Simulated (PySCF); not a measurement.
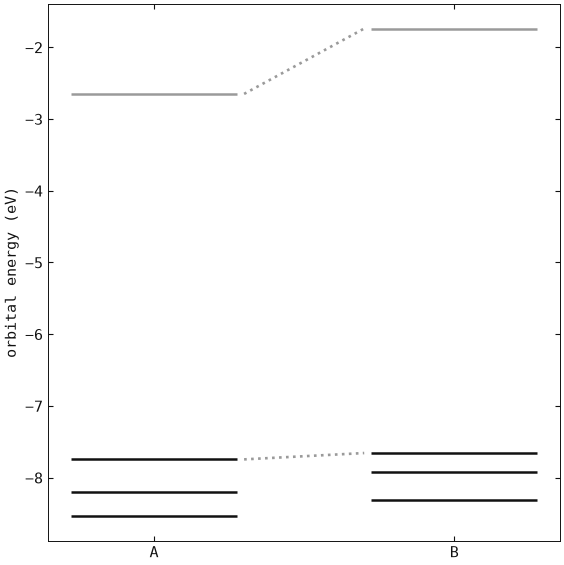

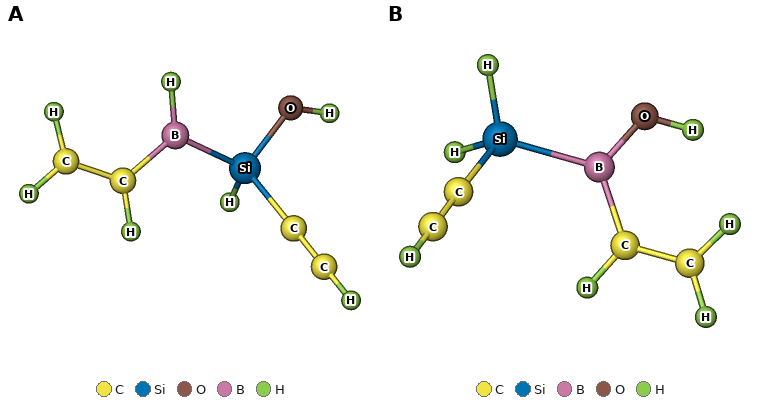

Related molecules: A is C₄H₇BOSi, SMILES C#C[Si@H](O)BC=C; B is C₄H₇BOSi, SMILES C#C[SiH2]B(O)C=C. Frontier orbital energies, PBE0/def2-SVPD with PySCF, at a GFN2-xTB geometry (no frequency check); drawn are at most three filled levels and, in grey, the LUMO with any level within 0.03 eV of it; dotted lines join the HOMOs and the LUMOs.

Q: What does the change do to the frontier levels?

A: From A to B the HOMO rises by 0.09 eV and the LUMO rises by 0.91 eV, so the separation goes from 5.10 to 5.92 eV.

Caveats, for all or some of the runs: one conformer of a flexible molecule; the tight-binding geometry is rougher than a DFT one and adds to the error.
